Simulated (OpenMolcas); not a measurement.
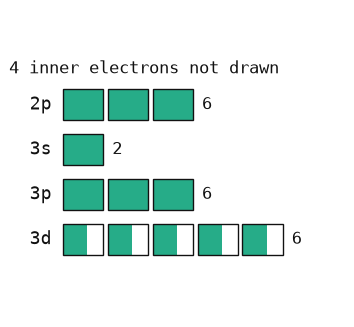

**Figure 1.** The outer shells of the leading configuration of the lowest level: a box for each of the 2l + 1 orbitals, shaded by the share of the shell that is filled, with the electron count at the right.

**Multiconfigurational calculation for Ni⁴⁺ complex (part 1 of 2)**

System: Ni⁴⁺ with 6 ligands (F; octahedron, 1.842 Å), embedded in K2NaGaF6 by model potentials and point charges, whose field is part of the energies.
Method: state-averaged CASSCF, active space 6 electrons in the shell 3d, basis ANO-RCC-VTZP on the metal and ANO-RCC-VDZP on the ligands, DKH2 scalar Hamiltonian, spin-orbit coupling by RASSI with atomic mean-field integrals (OpenMolcas).

### Input file
```
&GATEWAY
Basis set
Ni.ANO-RCC-VTZP.
Ni1 0.0 0.0 0.0 Angstrom
End of basis
Basis set
F.ANO-RCC-VDZP.
L1 1.842000 0.000000 0.000000 Angstrom
L2 0.000000 1.842000 0.000000 Angstrom
L3 0.000000 0.000000 1.842000 Angstrom
End of basis
Basis set
Na.EMB-AIMP.Barandiaran.6s3p.1s1p.ECP.K2NaGaF6.
PseudoCharge
* 3 symmetry-unique lattice sites within 7.6 angstrom
End of basis
Basis set
K.EMB-AIMP.Barandiaran.0s.0s.ECP.K2NaGaF6.
PseudoCharge
* 16 symmetry-unique lattice sites within 7.6 angstrom
End of basis
Basis set
Na.EMB-AIMP.Barandiaran.0s.0s.ECP.K2NaGaF6.
PseudoCharge
* 4 symmetry-unique lattice sites within 7.6 angstrom
End of basis
Basis set
F.EMB-AIMP.Barandiaran.0s.0s.ECP.K2NaGaF6.
PseudoCharge
* 39 symmetry-unique lattice sites within 7.6 angstrom
End of basis
Basis set
Ga.EMB-AIMP.Barandiaran.0s.0s.ECP.K2NaGaF6.
PseudoCharge
* 6 symmetry-unique lattice sites within 7.6 angstrom
End of basis
Symmetry
XYZ
AngMom=0.0 0.0 0.0
AMFI
RICD
XField
1521 Angstrom 0
* Evjen-weighted lattice charges
&SEWARD
&RASSCF
FileOrb=start.orb
Symmetry=1
Spin=5
nActEl=6 0 0
Inactive=18 21
Ras2=5 0
CIRoot=5 5 1
SDav=5
CIMx=300
Iter=150 100
PrWF=0.3
OrbListing=Nothing
MaxOrb=0
LevShft=1.0
>>> COPY $Project.JobIph JOB001
&RASSCF
FileOrb=start.orb
Symmetry=1
Spin=3
nActEl=6 0 0
Inactive=18 21
Ras2=5 0
CIRoot=45 45 1
SDav=45
CIMx=300
Iter=150 100
PrWF=0.3
OrbListing=Nothing
MaxOrb=0
LevShft=1.0
>>> COPY $Project.JobIph JOB002
&RASSCF
FileOrb=start.orb
Symmetry=1
Spin=1
nActEl=6 0 0
Inactive=18 21
Ras2=5 0
CIRoot=50 50 1
SDav=50
CIMx=300
Iter=150 100
PrWF=0.3
OrbListing=Nothing
MaxOrb=0
LevShft=1.0
>>> COPY $Project.JobIph JOB003
&RASSI
NrOfJobIphs=3 5 45 50
1 2 3 4 5
1 2 3 4 5 6 7 8 9 10 11 12 13 14 15 16 17 18 19 20 21 22 23 24 25 26 27
28 29 30 31 32 33 34 35 36 37 38 39 40 41 42 43 44 45
1 2 3 4 5 6 7 8 9 10 11 12 13 14 15 16 17 18 19 20 21 22 23 24 25 26 27
28 29 30 31 32 33 34 35 36 37 38 39 40 41 42 43 44 45 46 47 48 49 50
IphNames
JOB001
JOB002
JOB003
EJob
SpinOrbit
DIPRint=1.0
SOCoupling=1000.0
Subsets=2
Property=9
'ANGMOM' 1 'ANGMOM' 2 'ANGMOM' 3 'MLTPL  1' 1 'MLTPL  1' 2 'MLTPL  1' 3
'AMFI' 1 'AMFI' 2 'AMFI' 3
SOProperty=3
'ANGMOM' 1 'ANGMOM' 2 'ANGMOM' 3
```

The file start.orb holds starting orbitals from an earlier step. A driver script formed the levels outside the program, from RASSI's spin-orbit matrix and the active-space energies, averaged over the components of each term or state.

Hardware: 1 thread of Arm Neoverse V1, 24 GiB of memory available, shared host.

Launched with:
```bash
OMP_NUM_THREADS=1 MOLCAS_MEM=2457 MOLCAS_PROJECT=a pymolcas a.inp > a.log  # once for each step of the input, in one work folder
```

### Output (extracts)
```
--- SEWARD ---
Basis set label: NI.ANO-RCC...6S5P3D2F1G.

      Electronic valence basis set:
      ------------------
      Associated Effective Charge  28.000000 au
      Associated Actual Charge     28.000000 au
      Nuclear Model: Point charge

      Shell  nPrim  nBasis  Cartesian Spherical Contaminant
         s      21       6        X
         p      15       5        X
         d      10       3                 X
         f       6       2                 X
         g       4       1                 X
                  Relativistic Douglas-Kroll-Hess integrals:
                    - DKH order of Hamiltonian: 2
                    - DKH order of Properties : 0
                  Atomic mean-field integrals
--- RASSCF ---
Wave function specifications:
      -----------------------------

      Number of closed shell electrons          78
      Number of electrons in active shells       6
      Max number of holes in RAS1 space          0
      Max nr of electrons in RAS3 space          0
      Number of inactive orbitals               39
      Number of active orbitals                  5
      Number of secondary orbitals             123
      Spin quantum number                      2.0
      State symmetry                             1
Orbital specifications:
      -----------------------

      Symmetry species                           1   2
                                                ag  au
      Frozen orbitals                            0   0
      Inactive orbitals                         18  21
      Active orbitals                            5   0
      RAS1 orbitals                              0   0
      RAS2 orbitals                              5   0
      RAS3 orbitals                              0   0
      Secondary orbitals                        61  62
      Deleted orbitals                           0   0
      Number of basis functions                 84  83
      Number of CSFs                             5
      Number of root(s) required                 5
      Iter CI   SX   CI       RASSCF       Energy    max ROT     max BLB   max BLB  Level Ln srch  Step   QN
          iter iter root      energy       change     param      element    value   shift minimum  type update
 Nr of preliminary CI iterations:   1
      Total energies have been shifted. Add                -2000.00 au
        1   1   12    0  -115.15860195    0.00E+00  -1.13E-01*  21  27 1  8.11E-01*  2.23   0.00    SX    NO
        2   1   13    0  -116.55616749   -1.40E+00* -1.01E-01*   9  22 2  2.38E-01*  1.66   0.00    SX    NO
        3   1   13    0  -116.92685405   -3.71E-01* -9.02E-02    9  22 2  1.26E-01*  1.39   0.00    SX    NO
        4   1   12    0  -117.03413969   -1.07E-01* -5.95E-02   21  24 2  6.05E-02*  1.23   0.00    SX    NO
        5   1   12    0  -117.07013487   -3.60E-02* -5.48E-02   18  21 1  3.74E-02*  1.15   2.21    LS   YES
        6   1   12    0  -117.08546073   -1.53E-02*  3.50E-02   22  28 1 -3.59E-02*  1.06   1.31    QN   YES
        7   1   12    0  -117.09309129   -7.63E-03*  3.59E-02    6  34 2 -1.69E-02*  1.05   1.72    QN   YES
        8   1   11    0  -117.09691076   -3.82E-03*  2.14E-02    9  22 2 -9.58E-03*  1.04   1.48    QN   YES
        9   1   11    0  -117.09820689   -1.30E-03* -1.91E-02   18  21 1  5.46E-03*  1.04   1.60    QN   YES
       10   1   11    0  -117.09888241   -6.76E-04* -1.39E-02    6  34 2  3.85E-03*  1.03   1.70    QN   YES
       11   1   10    0  -117.09926017   -3.78E-04* -6.06E-03   19  25 1  2.79E-03*  1.03   1.48    QN   YES
       12   1   10    0  -117.09938624   -1.26E-04* -2.59E-03    9  22 2  1.95E-03*  1.03   1.39    QN   YES
       13   1    9    0  -117.09942001   -3.38E-05* -7.24E-04    9  22 2  1.36E-03*  1.03   1.37    QN   YES
       14   1    9    0  -117.09942803   -8.02E-06*  3.03E-04   21  24 2  5.91E-04*  1.03   1.36    QN   YES
       15   1    8    0  -117.09942988   -1.86E-06* -1.10E-04   14  22 2  1.79E-04*  1.03   1.36    QN   YES
       16   1    7    0  -117.09943028   -3.92E-07* -4.32E-05   14  22 2  8.78E-05   1.03   1.28    QN   YES
       17   1    6    0  -117.09943033   -5.80E-08* -1.19E-05   14  22 2  2.93E-05   1.03   1.24    QN   YES
       18   1    5    0  -117.09943034   -8.03E-09  -8.00E-06    9  32 2 -1.09E-05   1.03   1.19    QN   YES
      Convergence after 18 iterations
       19   1    5    0  -117.09943034   -1.10E-09  -8.00E-06    9  42 2 -3.86E-06   1.03   1.19    QN   YES
      Natural orbitals and occupation numbers for root  1
      sym 1:   1.000000   2.000000   1.000000   1.000000   1.000000
      Natural orbitals and occupation numbers for root  2
      sym 1:   2.000000   1.000000   1.000000   1.000000   1.000000
      Natural orbitals and occupation numbers for root  3
      sym 1:   1.000000   1.000000   1.000000   2.000000   1.000000
::    RASSCF root number  1 Total energy:  -2117.13222361
::    RASSCF root number  2 Total energy:  -2117.13222361
::    RASSCF root number  3 Total energy:  -2117.13222361
::    RASSCF root number  4 Total energy:  -2117.05024045
::    RASSCF root number  5 Total energy:  -2117.05024045
--- RASSCF ---
Wave function specifications:
      -----------------------------

      Number of closed shell electrons          78
      Number of electrons in active shells       6
      Max number of holes in RAS1 space          0
      Max nr of electrons in RAS3 space          0
      Number of inactive orbitals               39
      Number of active orbitals                  5
      Number of secondary orbitals             123
      Spin quantum number                      1.0
      State symmetry                             1
Orbital specifications:
      -----------------------

      Symmetry species                           1   2
                                                ag  au
      Frozen orbitals                            0   0
      Inactive orbitals                         18  21
      Active orbitals                            5   0
      RAS1 orbitals                              0   0
      RAS2 orbitals                              5   0
      RAS3 orbitals                              0   0
      Secondary orbitals                        61  62
      Deleted orbitals                           0   0
      Number of basis functions                 84  83
      Number of CSFs                            45
      Number of root(s) required                45
      Iter CI   SX   CI       RASSCF       Energy    max ROT     max BLB   max BLB  Level Ln srch  Step   QN
          iter iter root      energy       change     param      element    value   shift minimum  type update
 Nr of preliminary CI iterations:   1
      Total energies have been shifted. Add                -2000.00 au
        1   1   10    0  -116.94253105    0.00E+00  -2.04E-02   22  28 1 -2.70E-02*  1.05   0.00    SX    NO
        2   1   11    0  -116.94565529   -3.12E-03* -1.55E-02   14  22 1 -1.37E-02*  1.05   0.00    SX    NO
        3   1   11    0  -116.94718872   -1.53E-03* -1.15E-02   14  22 1 -1.02E-02*  1.04   0.00    SX    NO
        4   1   10    0  -116.94803854   -8.50E-04* -9.10E-03   14  22 1 -8.06E-03*  1.03   0.00    SX    NO
        5   1   10    0  -116.94853642   -4.98E-04* -1.30E-02   14  22 1 -6.18E-03*  1.03   2.50    LS   YES
        6   1   10    0  -116.94902550   -4.89E-04* -1.65E-02   14  22 1 -3.41E-03*  1.02   2.35    LS   YES
        7   1   10    0  -116.94926537   -2.40E-04* -3.72E-03   10  23 1  3.75E-03*  1.02   1.06    QN   YES
        8   1   10    0  -116.94932633   -6.10E-05* -3.66E-03   22  28 1  3.65E-03*  1.02   1.17    QN   YES
        9   1   10    0  -116.94937452   -4.82E-05* -3.44E-03   22  28 1  1.83E-03*  1.02   1.95    LS   YES
       10   1    9    0  -116.94938960   -1.51E-05*  8.84E-04   13  24 2  1.25E-03*  1.02   1.01    QN   YES
       11   1    9    0  -116.94939822   -8.62E-06*  7.49E-04   12  24 1  8.13E-04*  1.02   1.85    LS   YES
       12   1    9    0  -116.94940053   -2.31E-06*  6.48E-04   22  28 1 -6.04E-04*  1.02   1.01    QN   YES
       13   1    8    0  -116.94940249   -1.96E-06*  5.01E-04   12  24 1  4.15E-04*  1.02   1.77    LS   YES
       14   1    8    0  -116.94940295   -4.61E-07* -8.36E-05   12  24 1  2.84E-04*  1.02   1.00    QN   YES
       15   1    7    0  -116.94940310   -1.47E-07* -7.84E-05   12  24 1  1.63E-04*  1.02   1.94    LS   YES
       16   1    6    0  -116.94940315   -4.68E-08*  2.19E-05    1  33 2  8.19E-05   1.02   0.99    QN   YES
       17   1    6    0  -116.94940316   -1.54E-08* -9.16E-06   21  22 2  2.02E-05   1.02   1.28    QN   YES
       18   1    5    0  -116.94940317   -2.72E-09   2.21E-06   15  22 2 -6.34E-06   1.02   1.07    QN   YES
      Convergence after 18 iterations
       19   1    5    0  -116.94940317   -3.44E-10   2.21E-06   15  22 2 -2.59E-06   1.02   1.07    QN   YES
      Natural orbitals and occupation numbers for root  1
      sym 1:   1.034231   1.956835   0.024452   1.956835   1.027647
      Natural orbitals and occupation numbers for root  2
      sym 1:   1.956835   0.024473   1.027625   1.034251   1.956815
      Natural orbitals and occupation numbers for root  3
      sym 1:   1.956835   1.027625   0.024474   1.956815   1.034251
::    RASSCF root number  1 Total energy:  -2117.09341184
::    RASSCF root number  2 Total energy:  -2117.09341184
::    RASSCF root number  3 Total energy:  -2117.09341184
::    RASSCF root number  4 Total energy:  -2117.06976264
::    RASSCF root number  5 Total energy:  -2117.06976264
::    RASSCF root number  6 Total energy:  -2117.06976264
::    RASSCF root number  7 Total energy:  -2117.03654063
::    RASSCF root number  8 Total energy:  -2117.03654063
::    RASSCF root number  9 Total energy:  -2117.03654063
::    RASSCF root number 10 Total energy:  -2117.02954124
::    RASSCF root number 11 Total energy:  -2117.02954124
::    RASSCF root number 12 Total energy:  -2117.02954124
::    RASSCF root number 13 Total energy:  -2117.01040200
::    RASSCF root number 14 Total energy:  -2117.01040200
::    RASSCF root number 15 Total energy:  -2117.01040200
::    RASSCF root number 16 Total energy:  -2117.00607534
::    RASSCF root number 17 Total energy:  -2117.00607534
::    RASSCF root number 18 Total energy:  -2116.99557345
::    RASSCF root number 19 Total energy:  -2116.99557345
::    RASSCF root number 20 Total energy:  -2116.99557345
::    RASSCF root number 21 Total energy:  -2116.95591637
::    RASSCF root number 22 Total energy:  -2116.95321049
::    RASSCF root number 23 Total energy:  -2116.95321049
::    RASSCF root number 24 Total energy:  -2116.94056715
::    RASSCF root number 25 Total energy:  -2116.94056714
::    RASSCF root number 26 Total energy:  -2116.94056714
::    RASSCF root number 27 Total energy:  -2116.92408588
::    RASSCF root number 28 Total energy:  -2116.92408588
::    RASSCF root number 29 Total energy:  -2116.92408588
::    RASSCF root number 30 Total energy:  -2116.92108077
--- RASSCF ---
Wave function specifications:
      -----------------------------

      Number of closed shell electrons          78
      Number of electrons in active shells       6
      Max number of holes in RAS1 space          0
      Max nr of electrons in RAS3 space          0
      Number of inactive orbitals               39
      Number of active orbitals                  5
      Number of secondary orbitals             123
      Spin quantum number                      0.0
      State symmetry                             1
Orbital specifications:
      -----------------------

      Symmetry species                           1   2
                                                ag  au
      Frozen orbitals                            0   0
      Inactive orbitals                         18  21
      Active orbitals                            5   0
      RAS1 orbitals                              0   0
      RAS2 orbitals                              5   0
      RAS3 orbitals                              0   0
      Secondary orbitals                        61  62
      Deleted orbitals                           0   0
      Number of basis functions                 84  83
      Number of CSFs                            50
      Number of root(s) required                50
      Iter CI   SX   CI       RASSCF       Energy    max ROT     max BLB   max BLB  Level Ln srch  Step   QN
          iter iter root      energy       change     param      element    value   shift minimum  type update
 Nr of preliminary CI iterations:   1
      Total energies have been shifted. Add                -2000.00 au
        1   1   10    0  -116.87837147    0.00E+00  -1.19E-02   22  28 1 -1.19E-02*  1.01   0.00    SX    NO
        2   1   11    0  -116.87935563   -9.84E-04* -8.00E-03   22  28 1 -8.40E-03*  1.01   0.00    SX    NO
        3   1   10    0  -116.87985891   -5.03E-04* -6.67E-03   14  22 1 -5.99E-03*  1.00   0.00    SX    NO
        4   1   10    0  -116.88014469   -2.86E-04* -4.83E-03   14  22 1 -4.34E-03*  1.00   0.00    SX    NO
        5   1   10    0  -116.88031568   -1.71E-04* -7.05E-03   14  22 1 -3.66E-03*  1.00   2.50    LS   YES
        6   1    9    0  -116.88048538   -1.70E-04* -8.83E-03   14  22 1 -2.64E-03*  1.00   2.30    LS   YES
        7   1   10    0  -116.88056447   -7.91E-05*  3.46E-03    9  34 2 -4.31E-03*  1.00   1.03    QN   YES
        8   1   10    0  -116.88059041   -2.59E-05*  1.37E-03    9  34 2  2.44E-03*  0.99   0.78    QN   YES
        9   1    9    0  -116.88060570   -1.53E-05*  1.35E-03   11  21 1 -9.33E-04*  0.99   1.99    LS   YES
       10   1    9    0  -116.88061069   -4.99E-06*  9.68E-04    9  34 2 -1.27E-03*  0.99   1.00    QN   YES
       11   1    8    0  -116.88061512   -4.43E-06*  5.94E-04    9  34 2 -4.76E-04*  0.99   1.62    LS   YES
       12   1    8    0  -116.88061587   -7.54E-07* -1.68E-04   12  24 1  3.64E-04*  0.99   1.01    QN   YES
       13   1    7    0  -116.88061627   -3.93E-07* -2.10E-04   12  24 1  2.52E-04*  0.99   2.26    LS   YES
       14   1    7    0  -116.88061644   -1.78E-07* -3.02E-05   12  24 1  1.10E-04*  0.99   1.01    QN   YES
       15   1    6    0  -116.88061647   -2.23E-08* -3.51E-05   12  24 1  6.04E-05   0.99   1.40    QN   YES
       16   1    5    0  -116.88061648   -8.39E-09   2.60E-06   21  24 2  7.05E-06   0.99   1.04    QN   YES
      Convergence after 16 iterations
       17   1    5    0  -116.88061648   -8.51E-10   2.60E-06   21  24 2  2.96E-06   0.99   1.04    QN   YES
      Natural orbitals and occupation numbers for root  1
      sym 1:   1.979597   0.030604   0.030604   1.979597   1.979597
      Natural orbitals and occupation numbers for root  2
      sym 1:   1.000956   1.003632   0.022765   1.986325   1.986321
      Natural orbitals and occupation numbers for root  3
      sym 1:   1.986329   0.023342   1.000376   1.985740   1.004213
::    RASSCF root number  1 Total energy:  -2117.10383009
::    RASSCF root number  2 Total energy:  -2117.05621575
::    RASSCF root number  3 Total energy:  -2117.05621575
::    RASSCF root number  4 Total energy:  -2117.05621575
::    RASSCF root number  5 Total energy:  -2117.01283321
::    RASSCF root number  6 Total energy:  -2117.01283321
::    RASSCF root number  7 Total energy:  -2117.01283321
::    RASSCF root number  8 Total energy:  -2116.98027339
::    RASSCF root number  9 Total energy:  -2116.98027339
::    RASSCF root number 10 Total energy:  -2116.97829484
::    RASSCF root number 11 Total energy:  -2116.97829484
::    RASSCF root number 12 Total energy:  -2116.97829484
::    RASSCF root number 13 Total energy:  -2116.97306109
::    RASSCF root number 14 Total energy:  -2116.94961857
::    RASSCF root number 15 Total energy:  -2116.94961857
::    RASSCF root number 16 Total energy:  -2116.94961857
::    RASSCF root number 17 Total energy:  -2116.94290673
::    RASSCF root number 18 Total energy:  -2116.94179693
::    RASSCF root number 19 Total energy:  -2116.94179693
::    RASSCF root number 20 Total energy:  -2116.94179693
::    RASSCF root number 21 Total energy:  -2116.90702167
::    RASSCF root number 22 Total energy:  -2116.90702167
::    RASSCF root number 23 Total energy:  -2116.90049232
::    RASSCF root number 24 Total energy:  -2116.90049232
::    RASSCF root number 25 Total energy:  -2116.90049232
::    RASSCF root number 26 Total energy:  -2116.87604963
::    RASSCF root number 27 Total energy:  -2116.87562368
::    RASSCF root number 28 Total energy:  -2116.87262515
::    RASSCF root number 29 Total energy:  -2116.87262515
::    RASSCF root number 30 Total energy:  -2116.86319466
```

(Continued in part 2.) Outcome of the run: converged.
